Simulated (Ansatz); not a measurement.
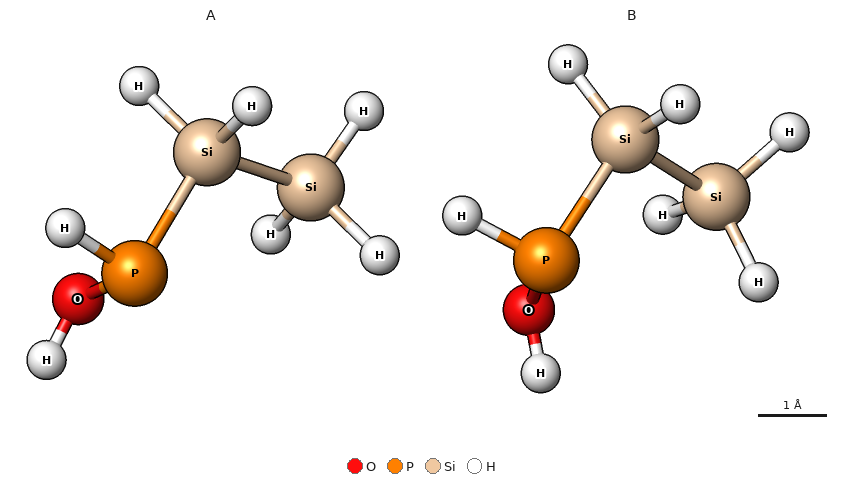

Two geometries of Si2PH7O, drawn at one scale. One is the start of a relaxation, the other its converged end. The picture is a ball-and-stick view, seen from a free direction.

Theory: RKS PBE0-D4/6-31G* (Ansatz). Set-up: no spin polarisation; force threshold 0.015 eV/Å; at most 40 steps.

Which geometry has the lower energy?

Structure B is the relaxed one. The run prepares an end point of a later path (torsion) calculation, from a guessed geometry. The largest move after the best rigid fit is that of an H atom, 1.11 Å. By element the largest moves are H 1.11 Å, O 0.47 Å, P 0.28 Å, Si 0.27 Å. Some distances before and after: Si–Si 2.223 → 2.337 Å, H–O 1.037 → 0.966 Å, H–Si 1.545 → 1.493 Å, P–Si 2.229 → 2.275 Å. Bond angles that change, for instance: P–Si–Si 111.9° → 104.5°, H–Si–H 103.2° → 109.0°, P–Si–H 108.7° → 114.0°. Groups turn about O–P by about 40°, P–Si by about 30°. The energy falls by 0.392 eV in 18 accepted moves (20 points after the start). Largest force component: 2.6 eV/Å at the start, 0.014 eV/Å at the end. The line search rejected the trial steps at points 4, 13 of the run. The forces were under the threshold at step 11, but the run went on from there.
